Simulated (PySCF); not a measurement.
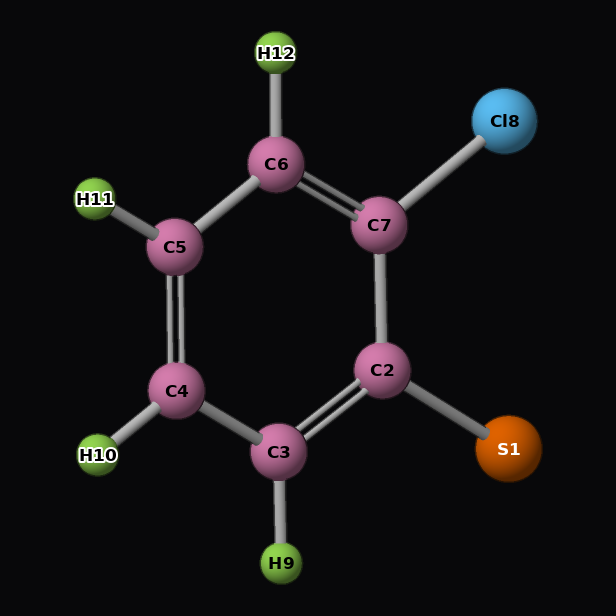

The questions are on Mulliken spin populations. State: neutral, doublet. The geometry was computed by an optimisation with GFN2-xTB. No frequency run is at hand to confirm it as a minimum. Level of theory: UKS B3LYP, pcH-1 on C Cl H S, non-relativistic (PySCF 2.14.0).

Q: Which atom carries the largest spin population?

A: S1 (0.76 e).

Q: Which atom has the lowest spin population?

A: C2, C4, C6 (−0.09 e); a negative value comes from spin polarisation.

List the Mulliken spin populations.

```json
{"atom": "S1", "value (e)": "0.76"}
{"atom": "C2", "value (e)": "−0.09"}
{"atom": "C3", "value (e)": "0.15"}
{"atom": "C4", "value (e)": "−0.09"}
{"atom": "C5", "value (e)": "0.19"}
{"atom": "C6", "value (e)": "−0.09"}
{"atom": "C7", "value (e)": "0.15"}
{"atom": "Cl8", "value (e)": "0.02"}
{"atom": "H9", "value (e)": "−0.01"}
{"atom": "H10", "value (e)": "0.00"}
{"atom": "H11", "value (e)": "−0.01"}
{"atom": "H12", "value (e)": "0.00"}
```

The run warned: orbitally degenerate or nearly so: second-order g, spin-orbit hyperfine and D do not apply.

Mulliken values depend strongly on the basis set.
